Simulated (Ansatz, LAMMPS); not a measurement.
**Squeezing and shearing Zn15Cd21S36 with crystalline order left by the classical run (72 atoms)**

How stiff is Zn15Cd21S36 with crystalline order left by the classical run (72 atoms), and how do its levels respond to strain?

Program: Ansatz 0.2.0. Level of theory: Kohn-Sham DFT, PBE, PAW (set soft_1), plane waves. Results are calculated unless marked as measured.

## Step 1: Set-up

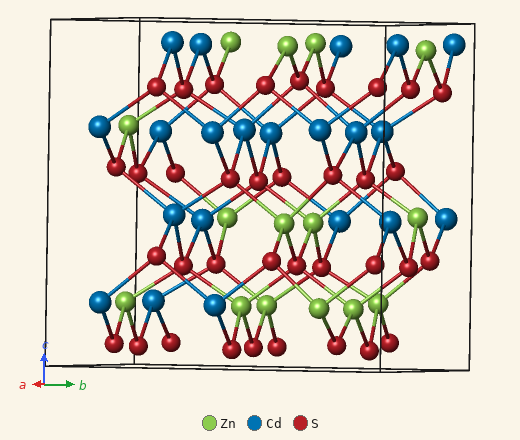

Start, viewed slightly off an axis; zinc green, cadmium blue, sulfur red.

The cell holds 72 atoms: 15 Zn, 21 Cd and 36 S. Cell: a = 11.910 Å, b = 11.910 Å, c = 11.910 Å, α = 90.0°, β = 90.0°, γ = 90.0°. 72 atoms (15 Zn, 21 Cd, 36 S) placed at random at 4.42 g/cm³, melted at 2500 K for 10 ps at fixed volume with the Stillinger-Weber II-VI potential (Zhou et al., Phys. Rev. B 88, 085309 (2013)). Quenched from 2500 K to 500 K at 6 K/ps and fixed volume, held 5 ps.

Limits known from the start: The quench rate of 6 K/ps is many orders above laboratory rates, so the cell is likely richer in defects and strain than a real sample. The network of bonds at the start is that of the classical potential that made the cell, and needn't be the one that DFT or experiment would give. Sampling is at Γ alone.

## Step 2: Single point at the start

The forces at the start show how far the geometry lies from a minimum of this functional.

input.yaml

```yaml
crystal:
  lattice:
    - [11.9098, 0.0, 0.0]
    - [0.0, 11.9098, 0.0]
    - [0.0, 0.0, 11.9098]
  atoms:
    - { symbol: Zn, position: [0.37142, 0.9542, 0.92429] }
    - { symbol: Zn, position: [0.03984, 0.28353, 0.93482] }
    - { symbol: Zn, position: [0.53458, 0.11276, 0.1853] }
    - { symbol: Zn, position: [0.0374, 0.28069, 0.42765] }
    - { symbol: Zn, position: [0.51986, 0.45461, 0.17779] }
    - { symbol: Zn, position: [0.68331, 0.62199, 0.42056] }
    - { symbol: Zn, position: [0.37234, 0.62449, 0.93902] }
    - { symbol: Zn, position: [0.36873, 0.62493, 0.42066] }
    - { symbol: Zn, position: [0.37745, 0.93893, 0.44118] }
    - { symbol: Zn, position: [0.53009, 0.79224, 0.17561] }
    - { symbol: Zn, position: [0.21089, 0.78092, 0.18974] }
    - { symbol: Zn, position: [0.52839, 0.11258, 0.69452] }
    - { symbol: Zn, position: [0.19557, 0.44466, 0.17882] }
    - { symbol: Zn, position: [0.86092, 0.77761, 0.17939] }
    - { symbol: Zn, position: [0.70309, 0.62935, 0.93277] }
    - { symbol: Cd, position: [0.20345, 0.78315, 0.68614] }
    - { symbol: Cd, position: [0.69395, 0.94151, 0.43089] }
    - { symbol: Cd, position: [0.71396, 0.28836, 0.93753] }
    - { symbol: Cd, position: [0.35879, 0.29193, 0.42307] }
    - { symbol: Cd, position: [0.85011, 0.46364, 0.18317] }
    - { symbol: Cd, position: [0.52638, 0.79112, 0.68586] }
    - { symbol: Cd, position: [0.21021, 0.45282, 0.67526] }
    - { symbol: Cd, position: [0.03441, 0.94842, 0.9387] }
    - { symbol: Cd, position: [0.86523, 0.77309, 0.69405] }
    - { symbol: Cd, position: [0.86537, 0.45242, 0.68118] }
    - { symbol: Cd, position: [0.69903, 0.95683, 0.94067] }
    - { symbol: Cd, position: [0.37392, 0.28272, 0.93034] }
    - { symbol: Cd, position: [0.20438, 0.10855, 0.18618] }
    - { symbol: Cd, position: [0.68296, 0.29338, 0.43988] }
    - { symbol: Cd, position: [0.86015, 0.12391, 0.1855] }
    - { symbol: Cd, position: [0.20328, 0.12182, 0.67537] }
    - { symbol: Cd, position: [0.85854, 0.11365, 0.69163] }
    - { symbol: Cd, position: [0.03885, 0.61205, 0.92831] }
    - { symbol: Cd, position: [0.52985, 0.45852, 0.68712] }
    - { symbol: Cd, position: [0.03648, 0.93334, 0.43537] }
    - { symbol: Cd, position: [0.03483, 0.61506, 0.42339] }
    - { symbol: S, position: [0.20229, 0.28009, 0.81268] }
    - { symbol: S, position: [0.54136, 0.27838, 0.80055] }
    - { symbol: S, position: [0.21622, 0.61202, 0.29107] }
    - { symbol: S, position: [0.20398, 0.96071, 0.80132] }
    - { symbol: S, position: [0.36179, 0.77765, 0.54808] }
    - { symbol: S, position: [0.38212, 0.10326, 0.55422] }
    - { symbol: S, position: [0.8624, 0.9431, 0.30798] }
    - { symbol: S, position: [0.03317, 0.11749, 0.06492] }
    - { symbol: S, position: [0.03202, 0.77849, 0.57013] }
    - { symbol: S, position: [0.36726, 0.45972, 0.53773] }
    - { symbol: S, position: [0.3818, 0.11282, 0.05639] }
    - { symbol: S, position: [0.21289, 0.61379, 0.80824] }
    - { symbol: S, position: [0.36167, 0.79694, 0.05485] }
    - { symbol: S, position: [0.52194, 0.95285, 0.29853] }
    - { symbol: S, position: [0.88522, 0.28858, 0.80985] }
    - { symbol: S, position: [0.21886, 0.93545, 0.3153] }
    - { symbol: S, position: [0.67946, 0.47091, 0.05422] }
    - { symbol: S, position: [0.86596, 0.94303, 0.81979] }
    - { symbol: S, position: [0.52427, 0.61899, 0.83143] }
    - { symbol: S, position: [0.6972, 0.4629, 0.54726] }
    - { symbol: S, position: [0.19264, 0.29045, 0.29483] }
    - { symbol: S, position: [0.85043, 0.6312, 0.31288] }
    - { symbol: S, position: [0.69622, 0.12428, 0.06546] }
    - { symbol: S, position: [0.04019, 0.44223, 0.54768] }
    - { symbol: S, position: [0.53815, 0.95399, 0.81271] }
    - { symbol: S, position: [0.35882, 0.44985, 0.0578] }
    - { symbol: S, position: [0.04799, 0.77306, 0.0755] }
    - { symbol: S, position: [0.69894, 0.7692, 0.56274] }
    - { symbol: S, position: [0.86152, 0.60721, 0.82022] }
    - { symbol: S, position: [0.52316, 0.61924, 0.29795] }
    - { symbol: S, position: [0.86516, 0.29151, 0.32168] }
    - { symbol: S, position: [0.04169, 0.43626, 0.05773] }
    - { symbol: S, position: [0.69099, 0.78701, 0.07146] }
    - { symbol: S, position: [0.67866, 0.11718, 0.57488] }
    - { symbol: S, position: [0.02664, 0.12085, 0.55342] }
    - { symbol: S, position: [0.52438, 0.28113, 0.29186] }
kpoints:
  mp_grid: { grid: [1, 1, 1] }
hamiltonian:
  xc: pbe
  pseudopotentials: { kind: paw, azcp: { folder: soft_1 } }
scf:
  occupations: { method: gaussian, width: 0.05 }
output:
  forces: true
```

Started as:

```console
ansatz run input.yaml --threads 4 --pin off --max-ram 8192MiB --backend cpu --events-out ev --progress --plain --runs-dir out
```

Numbers of over 12 decimals in the logs are rounded to 6 here.

What it wrote:

```text
[...]
Pseudopotentials: kind: paw
Pseudopotential: Zn, paw, valence charge 12, recommended cutoff 420 eV (normal), soft_1/Zn.paw.azcp
Pseudopotential: Cd, paw, valence charge 20, recommended cutoff 420 eV (normal), soft_1/Cd.paw.azcp
Pseudopotential: S, paw, valence charge 6, recommended cutoff 420 eV (normal), soft_1/S.paw.azcp
[... 5 lines on functional and potentials left out ...]
Crystal: 72 atoms, lattice volume = 1689.326 Å³
Basis set: ecut = 420 eV, 33059 PW (Γ), exchange–correlation on 160×160×160 points (8 copies of the dense FFT grid, shifted against one another)
Bands: 480, of which v1, the nominal top of the filled ones, is band 408 counted from 1 (407 counted from 0)
Symmetry: 1 space group operations
Space group: P1 (ITA 1), of the structure as read, at distance tolerance 1.2e-4 Å
k-points: 1
[... 7 lines on functional and potentials left out ...]
Initial density: superposition of atomic densities (chi_scale 0.1, normalization cell, long waves kept (reshape's long-wave potential 0.27 eV rms))
Initial wavefunctions: pseudopotential atomic-orbital guess
[...]
SCF iter   1: F=—  HF=-255654.964421 eV  |F-HF|=—  |Δ(HF+E_count)|=         —  Δρ=3.25e-2  dr2=1.71e1  ethr=3.10e-3  ⟨swp⟩=6.0  Hψ=1921  notcnv=0  defer=37
preconditioner: auto → Resta (q_TF=auto, 2.417 Å⁻¹)  ε∞=5.6  [insulator: Δε(μ)=1.246 eV  Ē_g=10.767 eV  σ=0.050 eV  W_gap=1.00  n_scr=388 (ndim 8)  ℏωp=23.0 eV  f_vac=0.032  D(μ)=0.00/eV (n_scr^D=0)  ε∞_Penn≈5.6]
SCF iter   2: F=—  HF=-255651.211709 eV  |F-HF|=—  |Δ(HF+E_count)|=    3.75e0  Δρ=1.51e-2  dr2=4.00e0  ethr=2.09e-3  ⟨swp⟩=2.0  Hψ=849  notcnv=0  defer=63
SCF iter   3: F=—  HF=-255650.824713 eV  |F-HF|=—  |Δ(HF+E_count)|=   3.87e-1  Δρ=6.31e-3  dr2=5.45e-1  ethr=4.90e-4  ⟨swp⟩=5.0  Hψ=609  notcnv=0  defer=56
automatic band count: iteration 3 solves 473 bands in place of 480: the levels show a gap, and the empty bands left out lie too high to hold charge; the band table lists the bands solved (type scf.n_extra_bands for more)
SCF iter   4: F=—  HF=-255650.851284 eV  |F-HF|=—  |Δ(HF+E_count)|=   2.66e-2  Δρ=3.29e-3  dr2=1.17e-1  ethr=6.68e-5  ⟨swp⟩=2.0  Hψ=731  notcnv=0  defer=61
SCF iter   5: F=—  HF=-255650.843825 eV  |F-HF|=—  |Δ(HF+E_count)|=   7.46e-3  Δρ=9.77e-4  dr2=1.94e-2  ethr=1.43e-5  ⟨swp⟩=2.0  Hψ=599  notcnv=0  defer=61
[...]
SCF iter  11: F=—  HF=-255650.871105 eV  |F-HF|=—  |Δ(HF+E_count)|=   1.20e-6  Δρ=3.33e-6  dr2=1.47e-7  ethr=9.79e-11  ⟨swp⟩=2.0  Hψ=775  notcnv=0  defer=61
SCF iter  12: F=-255650.871105 eV  HF=-255650.871105 eV  |F-HF|=3.07e-8  |Δ(HF+E_count)|=   7.70e-8  Δρ=2.32e-6  dr2=6.07e-8  ethr=1.23e-11  ⟨swp⟩=5.0  Hψ=1643  notcnv=0
SCF 1 converged in 12 iterations: F = -255650.871105 eV  dr2 = 6.07e-8
[...]
SCF converged after 12 iterations
Free energy (F): -255650.871105 eV
Harris-Foulkes:  -255650.871105 eV  (|F-HF|=3.07e-8)
Internal energy: -255650.871105 eV  (E = F + TS)
E sigma→0 (E₀):  -255650.871105 eV
Fermi energy:    6.765050 eV
--- Per-component energies (eV) ---
[...]
Σ components = -255650.871105   (vs F -255650.871105, Δ=0.00e0)
--- Forces (eV/Å), atoms counted from 1 ---
  atom   1  Zn    -0.25921847     0.15031766     0.30863592
  atom   2  Zn     0.29351759    -0.29805313     0.11276172
  atom   3  Zn    -0.20721072     0.26065572    -0.20975973
  atom   4  Zn    -0.28279805    -0.03498303     0.00736563
[...]
atom  72  S      0.45799169     0.34277580    -0.37234874
  max |Σ_I F_I| component: 1.10e-5 eV/Å
```

The job ended after 16 s (4 threads of Intel Xeon Platinum 8488C (Sapphire Rapids), shared host; peak memory 2.4 GiB).

Reading the cycles: dr2 is the Hartree energy of the density residual (eV), the measure of convergence; HF is the Harris–Foulkes estimate of the energy, which meets the free energy F at convergence.

The r.m.s. force at the start is 0.41 eV/Å.

## Step 3: Cell and atoms relaxed

Cell and atoms are freed together, to release stress as well as forces.

input.yaml

```yaml
crystal:
  lattice:
    - [11.9098, 0.0, 0.0]
    - [0.0, 11.9098, 0.0]
    - [0.0, 0.0, 11.9098]
  atoms:
    [... the 72 atom lines of step 2 ...]
kpoints:
  mp_grid: { grid: [1, 1, 1] }
hamiltonian:
  xc: pbe
  pseudopotentials: { kind: paw, azcp: { folder: soft_1 } }
scf:
  occupations: { method: gaussian, width: 0.05 }
output:
  forces: true
relax:
  f_tol: 0.05
  max_steps: 150
  cell: {}
```

What it wrote:

```text
[...]
Crystal: 72 atoms, lattice volume = 1689.326 Å³
Basis set: ecut = 420 eV, 33059 PW (Γ), exchange–correlation on 160×160×160 points (8 copies of the dense FFT grid, shifted against one another)
Bands: 490, of which v1, the nominal top of the filled ones, is band 408 counted from 1 (407 counted from 0)
Symmetry: 1 space group operations
[...]
k-points: 1
[...]
SCF iter   1: F=—  HF=-255654.966381 eV  |F-HF|=—  |Δ(HF+E_count)|=         —  Δρ=3.25e-2  dr2=1.71e1  ethr=3.10e-3  ⟨swp⟩=7.0  Hψ=1990  notcnv=0  defer=43
[...]
SCF iter  12: F=-255650.871105 eV  HF=-255650.871105 eV  |F-HF|=2.76e-8  |Δ(HF+E_count)|=   7.00e-8  Δρ=2.23e-6  dr2=5.51e-8  ethr=1.23e-11  ⟨swp⟩=5.0  Hψ=1660  notcnv=0
SCF 1 converged in 12 iterations: F = -255650.871105 eV  dr2 = 5.51e-8
[...]
relax step   1: F+E_penalty+E_count = -255650.87110469 eV  Δ(F+E_penalty+E_count) = +0.000e0 eV  max|allowed force component| = 1.171e0 eV/Å  Δτ_max = 0.0000 Å  P = +0.412 GPa  Ω = 1689.326 Å³  (12 SCF iters, dr2 threshold 1.00e-7 eV, accepted)
[...]
relax step   2: F+E_penalty+E_count = -255653.52483764 eV  Δ(F+E_penalty+E_count) = -2.654e0 eV  max|allowed force component| = 6.041e-1 eV/Å  Δτ_max = 0.1961 Å  P = -0.126 GPa  Ω = 1697.248 Å³  energy of the carried Pulay correction = -2.201e-3 eV  (9 SCF iters, dr2 threshold 7.20e-6 eV, accepted)
[...]
relax step   3: F+E_penalty+E_count = -255653.88430891 eV  Δ(F+E_penalty+E_count) = -3.595e-1 eV  max|allowed force component| = 6.987e-2 eV/Å  Δτ_max = 0.1188 Å  P = +0.015 GPa  Ω = 1690.724 Å³  energy of the carried Pulay correction = -3.898e-4 eV  (8 SCF iters, dr2 threshold 7.20e-6 eV, accepted)
[...]
relax step   4: F+E_penalty+E_count = -255653.89662214 eV  Δ(F+E_penalty+E_count) = -1.231e-2 eV  max|allowed force component| = 1.009e-2 eV/Å  Δτ_max = 0.0265 Å  P = -0.003 GPa  Ω = 1691.067 Å³  energy of the carried Pulay correction = -4.854e-4 eV  (7 SCF iters, dr2 threshold 3.05e-7 eV, accepted)
[...]
relax step   5: F+E_penalty+E_count = -255653.89595433 eV  Δ(F+E_penalty+E_count) = +6.678e-4 eV  max|allowed force component| = 1.010e-2 eV/Å  Δτ_max = 0.0000 Å  P = -0.007 GPa  Ω = 1691.067 Å³  stress off target by 1.38e-2 GPa  SCF on the basis re-selected at this cell (its energy is not comparable with the rows above)  (7 SCF iters)
basis re-selected at this cell: Δ(F+E_penalty+E_count) = +6.678e-4 eV, ΔP = -0.004 GPa vs the last step (what re-selecting the basis moved, of the pressure what is left beyond the Pulay correction that the steps carried, after the strain that the cell walked since its last selection, [...]
SCF converged after 7 iterations
Free energy (F): -255653.895954 eV
[...]
Internal energy: -255653.895954 eV  (E = F + TS)
E sigma→0 (E₀):  -255653.895954 eV
Fermi energy:    6.721377 eV
[...]
--- Forces (eV/Å), atoms counted from 1 ---
  atom   1  Zn    -0.00021975    -0.00083679     0.00522576
  atom   2  Zn    -0.00088542    -0.00198377     0.00103305
  atom   3  Zn    -0.00554030     0.00016291    -0.00286243
  atom   4  Zn     0.00408970    -0.00212008     0.00131232
  atom   5  Zn    -0.00467664    -0.00253567     0.00542188
  atom   6  Zn    -0.00065722     0.00042308    -0.00550904
  atom   7  Zn    -0.00177694    -0.00080928     0.00991015
  atom   8  Zn    -0.00133008    -0.00403096    -0.00379880
  atom   9  Zn    -0.00327450     0.00458256    -0.00344338
  atom  10  Zn    -0.00720759     0.00207929     0.00075973
  atom  11  Zn    -0.00045404     0.00166360     0.00158968
  atom  12  Zn    -0.00112501    -0.00181423    -0.00370659
  atom  13  Zn     0.00286706    -0.00107281     0.00282765
  atom  14  Zn     0.00233872     0.00001034     0.00338588
[...]
atom  71  S     -0.00344508    -0.00051122     0.00172639
  atom  72  S     -0.00107685     0.00590497     0.00210008
  max |Σ_I F_I| component: 5.46e-7 eV/Å
--- Stress (GPa, compression-positive) ---
       -0.008570       0.001840      -0.000789
        0.001840      -0.010501       0.005211
       -0.000789       0.005211      -0.002378
  P = ⅓ Tr σ = -0.0071 GPa (-0.071 kbar)
--- Relaxed structure (4 steps of the walk, 4 accepted, 1 SCFs on fresh bases) ---
  F+E_penalty+E_count = -255653.89595433 eV   max|allowed force component| = 1.010e-2 eV/Å   (the final SCF, on the basis selected at the relaxed cell)
  cell:  # Å, volume = 1691.0673 Å³
    - [12.253111, -0.031872, -0.000202413]
    - [-0.031872, 12.241994, -0.000505372]
    - [-0.000202413, -0.000505372, 11.273669]
  atoms:
    - { symbol: Zn, position: [0.370286, 0.947371, 0.938716] }
    - { symbol: Zn, position: [0.036679, 0.287139, 0.935774] }
    - { symbol: Zn, position: [0.529180, 0.114125, 0.180921] }
    - { symbol: Zn, position: [0.035969, 0.287272, 0.431162] }
[...]
- { symbol: S, position: [0.531197, 0.284487, 0.286572] }
```

It took 71 s on 4 threads; peak memory 2.6 GiB.

The relaxation converged after 4 steps, with a largest force component of 0.010 eV/Å.

[end of part 1 of 2]

[Logs are printed without paths, hosts, clocks, repeated set-up lines and the standing remarks that a program may print on its own settings, such as how far it seeks lower states.]

[Hosts, paths, dates, database ids (printed as entryN), source tags and the programs' standing remarks are cut or masked in the printed files.]
